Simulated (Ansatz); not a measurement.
# AlCl3H4OSi: two geometries relaxed, part 2 of 2

Aim: relax the geometries before and after the reaction (ligand exchange), and see whether they are two minima and how far apart in energy. Meant to form: Al1–O5, H10–Cl2; to break: Al1–Cl2, H10–O5. The start is a guess near the saddle point, from which both ends are pulled out.

Ansatz 0.2.0; RKS PBE-D4/cc-pVDZ. Earlier steps stand in the parts before.

### Step 4. A restrained relaxation towards end B

Springs on the bonds that form and break draw the guess towards this end; the thresholds are loose.

File input.yaml:

```yaml
crystal:
  periodic: [false, false, false]
  atoms:
    - { symbol: Al, position_ang: [0.0, 0.0, 0.0] }
    - { symbol: Cl, position_ang: [0.0, 0.0, 2.58] }
    - { symbol: Cl, position_ang: [1.9312, 0.0, -1.115] }
    - { symbol: Cl, position_ang: [-1.9312, 0.0, -1.115] }
    - { symbol: O, position_ang: [0.0869, -1.972, 0.6559] }
    - { symbol: Si, position_ang: [-0.6831, -3.2686, -0.0846] }
    - { symbol: H, position_ang: [0.2217, -4.4137, -0.1261] }
    - { symbol: H, position_ang: [-1.8799, -3.6221, 0.6732] }
    - { symbol: H, position_ang: [-1.0612, -2.8984, -1.4453] }
    - { symbol: H, position_ang: [0.0622, -1.4098, 1.8287] }
basis:
  gaussian: { orbitals: cc-pVDZ }
hamiltonian:
  xc: pbe
  dispersion: d4
relax:
  f_tol: 0.15
  max_steps: 25
  restrain:
    - { distance: [0, 4], at: 1.78, k: 30.0 }
    - { distance: [9, 1], at: 1.37, k: 30.0 }
    - { distance: [0, 1], at: 3.43, k: 30.0 }
    - { distance: [9, 4], at: 2.21, k: 30.0 }
```

Started as:

```sh
> ansatz run input.yaml --threads 4 --pin off --max-ram 5120MiB --backend cpu --events-out ev --progress --plain --runs-dir out
```

The program printed:

```text
Warning: RAYON_NUM_THREADS=4 ignored (pool sized by the plan → 4); use --threads N
The last accepted step is kept in <dir> (removed where the run ends without a failure and the disk answers)
Engine: ansatz 0.2.0, x86_64-unknown-linux-gnu
Functional definition: PBE
  parameter kappa = 0.804
  parameter beta = 0.06672455060314922
  exchange = pbe_x(kappa = kappa, mu = beta*pi^2/3)
  correlation = pbe_c(beta = beta)
1650 factors; their error is unknown
mean field evaluation 1: about -54128.8346 eV, gradient 5.5e1 eV
mean field evaluation 2: about -54040.2936 eV, gradient 1.7e2 eV
mean field evaluation 4: about -54134.4256 eV, gradient 1.3e1 eV
mean field evaluation 8: about -54134.9971 eV, gradient 2.1e-1 eV
mean field evaluation 16: about -54134.9030 eV, gradient 1.8e-4 eV
mean field -54134.90298913 eV, -1989.4209908953 hartree, gradient 9.8e-6 eV, S^2 0.000000; 0 other end points of the search recorded, 0 dependent functions left out
the calculation of the forces begins
reference -54134.90303364 eV, -1989.4209925309 hartree; 45, 45 occupied and 79, 79 virtual orbitals, 1650 factors
relax step   1: F+E_penalty+E_count = -54135.23696806 eV  Δ(F+E_penalty+E_count) = +0.000e0 eV  max|allowed force component| = 3.249e0 eV/Å  E_restraint = 25.37145125 eV  max|allowed force component, restraints' pulls added| = 2.635e1 eV/Å  Δτ_max = 0.0000 Å  (29 SCF iters, accepted)
  distance Al 0 - O 4 = 2.0800 Å
  distance H 9 - Cl 1 = 1.5987 Å
  distance Al 0 - Cl 1 = 2.5800 Å
  distance H 9 - O 4 = 1.3008 Å
these checks for a lower state are left out or cut short: starts, cluster_reference, orbital_swaps, neighbouring_geometries, increment
1650 factors; their error is unknown
mean field -54134.66868736 eV, -1989.4123804640 hartree, gradient 1.7e-5 eV, S^2 0.000000; 0 other end points of the search recorded, 0 dependent functions left out
the calculation of the forces begins
reference -54134.66873224 eV, -1989.4123821136 hartree; 45, 45 occupied and 79, 79 virtual orbitals, 1650 factors
relax step   2: F+E_penalty+E_count = -54134.99793221 eV  Δ(F+E_penalty+E_count) = +2.390e-1 eV  max|allowed force component| = 2.950e0 eV/Å  E_restraint = 9.99314700 eV  max|allowed force component, restraints' pulls added| = 1.844e1 eV/Å  Δτ_max = 0.1950 Å  (32 SCF iters, accepted)
  distance Al 0 - O 4 = 1.9656 Å
  distance H 9 - Cl 1 = 1.4974 Å
  distance Al 0 - Cl 1 = 2.9314 Å
  distance H 9 - O 4 = 1.6042 Å
these checks for a lower state are left out or cut short: starts, cluster_reference, orbital_swaps, neighbouring_geometries, increment
1650 factors; their error is unknown
mean field evaluation 32: about -54134.7318 eV, gradient 1.0e-5 eV
mean field -54134.73182416 eV, -1989.4147006988 hartree, gradient 6.6e-5 eV, S^2 0.000000; 0 other end points of the search recorded, 0 dependent functions left out
the calculation of the forces begins
reference -54134.73186943 eV, -1989.4147023622 hartree; 45, 45 occupied and 79, 79 virtual orbitals, 1650 factors
relax step   3: F+E_penalty+E_count = -54135.05623322 eV  Δ(F+E_penalty+E_count) = -5.830e-2 eV  max|allowed force component| = 2.549e0 eV/Å  E_restraint = 2.19920648 eV  max|allowed force component, restraints' pulls added| = 8.251e0 eV/Å  Δτ_max = 0.1948 Å  (30 SCF iters, accepted)
  distance Al 0 - O 4 = 1.8463 Å
  distance H 9 - Cl 1 = 1.3854 Å
  distance Al 0 - Cl 1 = 3.1788 Å
  distance H 9 - O 4 = 1.9292 Å
these checks for a lower state are left out or cut short: starts, cluster_reference, orbital_swaps, neighbouring_geometries, increment
1650 factors; their error is unknown
mean field -54135.02130618 eV, -1989.4253389668 hartree, gradient 1.7e-5 eV, S^2 0.000000; 0 other end points of the search recorded, 0 dependent functions left out
the calculation of the forces begins
reference -54135.02135163 eV, -1989.4253406372 hartree; 45, 45 occupied and 79, 79 virtual orbitals, 1650 factors
relax step   4: F+E_penalty+E_count = -54135.33453380 eV  Δ(F+E_penalty+E_count) = -2.783e-1 eV  max|allowed force component| = 1.239e0 eV/Å  E_restraint = 0.04781915 eV  max|allowed force component, restraints' pulls added| = 1.080e0 eV/Å  Δτ_max = 0.1945 Å  (27 SCF iters, accepted)
  distance Al 0 - O 4 = 1.7549 Å
  distance H 9 - Cl 1 = 1.3350 Å
  distance Al 0 - Cl 1 = 3.4053 Å
  distance H 9 - O 4 = 2.1831 Å
these checks for a lower state are left out or cut short: starts, cluster_reference, orbital_swaps, neighbouring_geometries, increment
1650 factors; their error is unknown
mean field -54135.31292544 eV, -1989.4360557771 hartree, gradient 1.1e-5 eV, S^2 0.000000; 0 other end points of the search recorded, 0 dependent functions left out
the calculation of the forces begins
reference -54135.31297160 eV, -1989.4360574733 hartree; 45, 45 occupied and 79, 79 virtual orbitals, 1650 factors
relax step   5: F+E_penalty+E_count = -54135.61691409 eV  Δ(F+E_penalty+E_count) = -2.824e-1 eV  max|allowed force component| = 9.974e-1 eV/Å  E_restraint = 0.00372816 eV  max|allowed force component, restraints' pulls added| = 7.435e-1 eV/Å  Δτ_max = 0.1950 Å  (28 SCF iters, accepted)
  distance Al 0 - O 4 = 1.7755 Å
  distance H 9 - Cl 1 = 1.3575 Å
  distance Al 0 - Cl 1 = 3.4360 Å
  distance H 9 - O 4 = 2.2041 Å
these checks for a lower state are left out or cut short: starts, cluster_reference, orbital_swaps, neighbouring_geometries, increment
1650 factors; their error is unknown
mean field -54135.39839920 eV, -1989.4391968798 hartree, gradient 2.5e-5 eV, S^2 0.000000; 0 other end points of the search recorded, 0 dependent functions left out
the calculation of the forces begins
reference -54135.39844543 eV, -1989.4391985785 hartree; 45, 45 occupied and 79, 79 virtual orbitals, 1650 factors
relax step   6: F+E_penalty+E_count = -54135.69897314 eV  Δ(F+E_penalty+E_count) = -8.206e-2 eV  max|allowed force component| = 7.863e-1 eV/Å  E_restraint = 0.01451324 eV  max|allowed force component, restraints' pulls added| = 4.981e-1 eV/Å  Δτ_max = 0.1716 Å  (27 SCF iters, accepted)
  distance Al 0 - O 4 = 1.7671 Å
  distance H 9 - Cl 1 = 1.3451 Å
  distance Al 0 - Cl 1 = 3.4331 Å
  distance H 9 - O 4 = 2.2230 Å
these checks for a lower state are left out or cut short: starts, cluster_reference, orbital_swaps, neighbouring_geometries, increment
1650 factors; their error is unknown
mean field -54135.40343160 eV, -1989.4393818169 hartree, gradient 1.0e-5 eV, S^2 0.000000; 0 other end points of the search recorded, 0 dependent functions left out
the calculation of the forces begins
reference -54135.40347751 eV, -1989.4393835039 hartree; 45, 45 occupied and 79, 79 virtual orbitals, 1650 factors
relax step   7: F+E_penalty+E_count = -54135.70640228 eV  Δ(F+E_penalty+E_count) = -7.429e-3 eV  max|allowed force component| = 8.560e-1 eV/Å  E_restraint = 0.01156928 eV  max|allowed force component, restraints' pulls added| = 3.008e-1 eV/Å  Δτ_max = 0.1713 Å  (29 SCF iters, accepted)
  distance Al 0 - O 4 = 1.7648 Å
  distance H 9 - Cl 1 = 1.3472 Å
  distance Al 0 - Cl 1 = 3.4252 Å
  distance H 9 - O 4 = 2.2091 Å
these checks for a lower state are left out or cut short: starts, cluster_reference, orbital_swaps, neighbouring_geometries, increment
1650 factors; their error is unknown
mean field evaluation 64: about -54135.4403 eV, gradient 2.6e-1 eV
mean field -54135.44081060 eV, -1989.4407554697 hartree, gradient 8.0e-6 eV, S^2 0.000000; 0 other end points of the search recorded, 0 dependent functions left out
the calculation of the forces begins
reference -54135.44085651 eV, -1989.4407571570 hartree; 45, 45 occupied and 79, 79 virtual orbitals, 1650 factors
relax step   8: F+E_penalty+E_count = -54135.74297506 eV  Δ(F+E_penalty+E_count) = -3.657e-2 eV  max|allowed force component| = 7.066e-1 eV/Å  E_restraint = 0.01516844 eV  max|allowed force component, restraints' pulls added| = 9.272e-2 eV/Å  Δτ_max = 0.2000 Å  (29 SCF iters, accepted)
  distance Al 0 - O 4 = 1.7639 Å
  distance H 9 - Cl 1 = 1.3442 Å
  distance Al 0 - Cl 1 = 3.4218 Å
  distance H 9 - O 4 = 2.2058 Å
1650 factors; their error is unknown
mean field -54135.44081060 eV, -1989.4407554697 hartree, gradient 7.9e-6 eV, S^2 0.000000; 1 other end points of the search recorded, 0 dependent functions left out
the calculation of the forces begins
reference -54135.44085651 eV, -1989.4407571570 hartree; 45, 45 occupied and 79, 79 virtual orbitals, 1650 factors
Total energy: -54135.74302097 eV, -1989.4518614960 hartree
Atom 0 at     0.070504    -0.367479    -0.519991 Å, force    -0.095276    -0.422874     0.370221 eV/Å
Atom 1 at     0.034571    -0.039537     2.885851 Å, force     0.066858    -0.706602    -0.578180 eV/Å
Atom 2 at     1.910428     0.612662    -0.832108 Å, force     0.025326     0.030286     0.010927 eV/Å
Atom 3 at    -1.754746     0.434716    -1.236606 Å, force     0.042766     0.012821     0.010403 eV/Å
Atom 4 at     0.058855    -1.978602     0.198090 Å, force     0.101442     0.493057    -0.023105 eV/Å
Atom 5 at    -0.757702    -3.436813    -0.150548 Å, force    -0.084015    -0.059264    -0.059490 eV/Å
Atom 6 at     0.231547    -4.573342    -0.061573 Å, force    -0.021873     0.053450     0.037699 eV/Å
Atom 7 at    -1.874470    -3.630258     0.847801 Å, force     0.048221    -0.010629    -0.018837 eV/Å
Atom 8 at    -1.327126    -3.377645    -1.549209 Å, force    -0.011247    -0.016509     0.025785 eV/Å
Atom 9 at     0.154739    -1.228302     2.270093 Å, force    -0.072201     0.626265     0.224575 eV/Å
Dipole moment:    -0.058717    -0.405844    -0.052699 e Å
```

Run time: 12 s. Hardware: 4 threads of Intel Xeon at 2.60GHz (Ice Lake), shared host; peak memory 0.24 GiB.

The steps of the relaxation:

```
step  energy from step 1 (eV)  largest force component (eV/Å)
   1                   0.0000                          3.2494
   2                   0.2390                          2.9498
   3                   0.1807                          2.5487
   4                  -0.0976                          1.2391
   5                  -0.3799                          0.9974
   6                  -0.4620                          0.7863
   7                  -0.4694                          0.8560
   8                  -0.5060                          0.7066
```

Step 1 is the start. Energies and forces in the table leave out the springs, which the log lists apart; the run stops on the force with the springs' pull added.

After: Bond lengths: Al1–Cl3 2.108 Å, Al1–Cl4 2.119 Å, Al1–O5 1.764 Å, O5–Si6 1.707 Å, Si6–H7 1.509 Å, Si6–H8 1.510 Å, Si6–H9 1.511 Å, Cl2–H10 1.344 Å. Angles: Cl3–Al1–Cl4 121.7°, Cl3–Al1–O5 119.4°, Cl4–Al1–O5 118.5°, Al1–O5–Si6 134.4°, O5–Si6–H7 108.5°, O5–Si6–H8 109.2°, O5–Si6–H9 109.6°, H7–Si6–H8 110.4°, H7–Si6–H9 109.3°, H8–Si6–H9 109.8°.

Pairs that crossed the distance rule for bonds on the way: came closer Cl2–H10; moved apart Al1–Cl2.

### Step 5. Relaxing end B

It starts where the restrained run ended.

File input.yaml:

```yaml
crystal:
  periodic: [false, false, false]
  atoms:
    - { symbol: Al, position_ang: [0.070504, -0.367479, -0.519991] }
    - { symbol: Cl, position_ang: [0.034571, -0.039537, 2.885851] }
    - { symbol: Cl, position_ang: [1.910428, 0.612662, -0.832108] }
    - { symbol: Cl, position_ang: [-1.754746, 0.434716, -1.236606] }
    - { symbol: O, position_ang: [0.058855, -1.978602, 0.19809] }
    - { symbol: Si, position_ang: [-0.757702, -3.436813, -0.150548] }
    - { symbol: H, position_ang: [0.231547, -4.573342, -0.061573] }
    - { symbol: H, position_ang: [-1.87447, -3.630258, 0.847801] }
    - { symbol: H, position_ang: [-1.327126, -3.377645, -1.549209] }
    - { symbol: H, position_ang: [0.154739, -1.228302, 2.270093] }
basis:
  gaussian: { orbitals: cc-pVDZ }
hamiltonian:
  xc: pbe
  dispersion: d4
relax:
  f_tol: 0.03
  max_steps: 50
```

Started as:

```sh
> ansatz run input.yaml --threads 4 --pin off --max-ram 5120MiB --backend cpu --events-out ev --progress --plain --runs-dir out
```

The program printed, shortened:

```text
Warning: RAYON_NUM_THREADS=4 ignored (pool sized by the plan → 4); use --threads N
[...]
[... 1 set-up line as earlier in the session ...]
[...]
1650 factors; their error is unknown
[...]
mean field -54135.44080752 eV, -1989.4407553568 hartree, gradient 1.4e-5 eV, S^2 0.000000; 0 other end points of the search recorded, 0 dependent functions left out
[...]
reference -54135.44085314 eV, -1989.4407570331 hartree; 45, 45 occupied and 79, 79 virtual orbitals, 1650 factors
relax step   1: F+E_penalty+E_count = -54135.74297198 eV  Δ(F+E_penalty+E_count) = +0.000e0 eV  max|allowed force component| = 7.066e-1 eV/Å  Δτ_max = 0.0000 Å  (27 SCF iters, accepted)
[...]
relax step   4: F+E_penalty+E_count = -54136.01359336 eV  Δ(F+E_penalty+E_count) = -6.981e-2 eV  max|allowed force component| = 6.916e-1 eV/Å  Δτ_max = 0.1954 Å  (28 SCF iters, accepted)
[...]
relax step   7: F+E_penalty+E_count = -54136.18057152 eV  Δ(F+E_penalty+E_count) = -1.014e-1 eV  max|allowed force component| = 8.741e-1 eV/Å  Δτ_max = 0.1954 Å  (34 SCF iters, accepted)
[...]
relax step  10: F+E_penalty+E_count = -54136.58708717 eV  Δ(F+E_penalty+E_count) = -1.077e-1 eV  max|allowed force component| = 3.903e0 eV/Å  Δτ_max = 0.1951 Å  (32 SCF iters, accepted)
[...]
relax step  13: F+E_penalty+E_count = -54136.91368294 eV  Δ(F+E_penalty+E_count) = -5.251e-2 eV  max|allowed force component| = 4.339e-1 eV/Å  Δτ_max = 0.1926 Å  (27 SCF iters, accepted)
[...]
relax step  14: F+E_penalty+E_count = -54136.92946652 eV  Δ(F+E_penalty+E_count) = -1.578e-2 eV  max|allowed force component| = 1.812e-1 eV/Å  Δτ_max = 0.0567 Å  (23 SCF iters, accepted)
[...]
1650 factors; their error is unknown
```

### Step 6. The output, continued: end point B relaxed

Output, continued, shortened:

```text
mean field -54136.59649603 eV, -1989.4832261261 hartree, gradient 8.2e-5 eV, S^2 0.000000; 0 other end points of the search recorded, 0 dependent functions left out
[...]
reference -54136.59654032 eV, -1989.4832277536 hartree; 45, 45 occupied and 79, 79 virtual orbitals, 1650 factors
relax step  15: F+E_penalty+E_count = -54136.93782853 eV  Δ(F+E_penalty+E_count) = -8.362e-3 eV  max|allowed force component| = 7.863e-2 eV/Å  Δτ_max = 0.0904 Å  (26 SCF iters, accepted)
[...]
relax step  17: F+E_penalty+E_count = -54136.94910071 eV  Δ(F+E_penalty+E_count) = -6.492e-3 eV  max|allowed force component| = 2.448e-1 eV/Å  Δτ_max = 0.1732 Å  (28 SCF iters, accepted)
[...]
relax step  19: F+E_penalty+E_count = -54136.96112310 eV  Δ(F+E_penalty+E_count) = -7.151e-3 eV  max|allowed force component| = 1.044e-1 eV/Å  Δτ_max = 0.1328 Å  (27 SCF iters, accepted)
[...]
Atom 0 at    -0.023876    -0.083766     0.242791 Å, force    -0.001461     0.002176     0.001359 eV/Å
Atom 1 at     0.205914     0.658684     2.250088 Å, force     0.000904    -0.002079    -0.002502 eV/Å
Atom 2 at     1.573347     0.245071    -1.139937 Å, force     0.004990     0.002994     0.001346 eV/Å
Atom 3 at    -2.000798    -0.065405    -0.613894 Å, force    -0.006287     0.000189    -0.003242 eV/Å
Atom 4 at     0.106606    -1.994562     0.682866 Å, force     0.006363    -0.003583     0.009383 eV/Å
Atom 5 at    -0.726057    -3.321249    -0.159805 Å, force    -0.003781     0.005148     0.001493 eV/Å
Atom 6 at     0.014643    -4.552107     0.281436 Å, force     0.001473    -0.004866    -0.002120 eV/Å
Atom 7 at    -2.160885    -3.354003     0.271593 Å, force     0.000153    -0.000174    -0.002790 eV/Å
Atom 8 at    -0.524953    -2.997964    -1.604132 Å, force    -0.003829    -0.004037    -0.000838 eV/Å
Atom 9 at     0.282659    -2.119300     1.640795 Å, force     0.001475     0.004232    -0.002088 eV/Å
Dipole moment:    -0.107597    -1.218204     0.216597 e Å
```

Wall time 31 s (4 threads of Intel Xeon at 2.60GHz (Ice Lake), shared host); peak memory 0.25 GiB.

Step by step:

```
step  energy from step 1 (eV)  largest force component (eV/Å)
   1                   0.0000                          0.7066
   2                  -0.0991                          0.3612
   3                  -0.2008                          0.3438
   4                  -0.2706                          0.6916
   5                  -0.2999                          0.5662
   6                  -0.3362                          0.4297
   7                  -0.4376                          0.8741
   8                  -0.5653                          0.9647
   9                  -0.7364                          1.0289
  10                  -0.8441                          3.9028
  11                  -1.0424                          0.7526
  12                  -1.1182                          0.6664
  13                  -1.1707                          0.4339
  14                  -1.1865                          0.1812
  15                  -1.1949                          0.0786
  16                  -1.1996                          0.0859
  17                  -1.2061                          0.2448
  18                  -1.2110                          0.1709
  19                  -1.2182                          0.1044
  20                  -1.2213                          0.1342
  21                  -1.2222                          0.0936
  22                  -1.2231                          0.0442
  23                  -1.2234                          0.0094
```

Step 1 is the start.

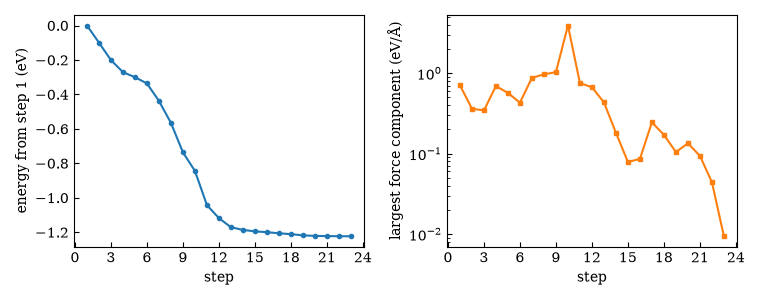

Energy and largest force along the relaxation.

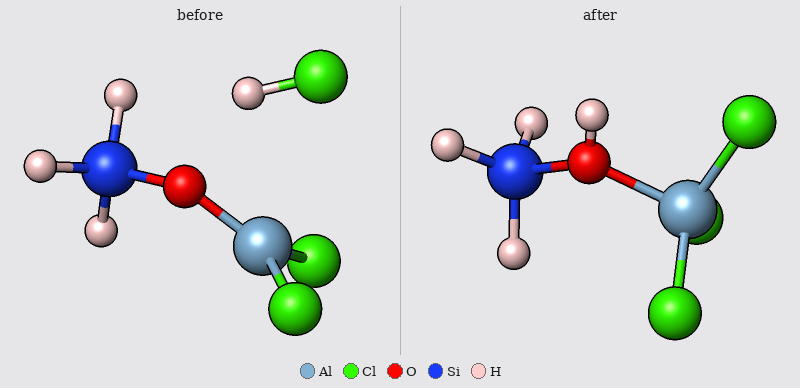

The structure before (left) and after (right), drawn at the same scale.

After: Bond lengths: Al1–Cl2 2.153 Å, Al1–Cl3 2.138 Å, Al1–Cl4 2.155 Å, Al1–O5 1.965 Å, O5–Si6 1.779 Å, Si6–H7 1.503 Å, Si6–H8 1.499 Å, Si6–H9 1.494 Å, O5–H10 0.982 Å. Angles (14 of 15 angles, heavy atoms first): Cl2–Al1–Cl3 118.1°, Cl2–Al1–Cl4 117.8°, Cl2–Al1–O5 96.9°, Cl3–Al1–Cl4 115.3°, Cl3–Al1–O5 104.2°, Cl4–Al1–O5 99.1°, Al1–O5–Si6 126.0°, Al1–O5–H10 110.7°, Si6–O5–H10 116.8°, O5–Si6–H7 104.0°, O5–Si6–H8 109.2°, O5–Si6–H9 103.5°, H7–Si6–H8 111.7°, H7–Si6–H9 113.3°.

Pairs that crossed the distance rule for bonds on the way: came closer Al1–Cl2, O5–H10; moved apart Cl2–H10.

### Step 7. Results

This closing draws on all 2 parts.

```
                           quantity                     value
                              end A  17 moves, 0.918 eV lower
                              end B  22 moves, 1.223 eV lower
largest difference between the ends                    0.09 Å
            end B relative to end A                 +0.000 eV
```

In words: Both starts fell into the same minimum (no atom differs by more than 0.09 Å), so from this start no second minimum was found and no band was run; another arrangement could still be one.
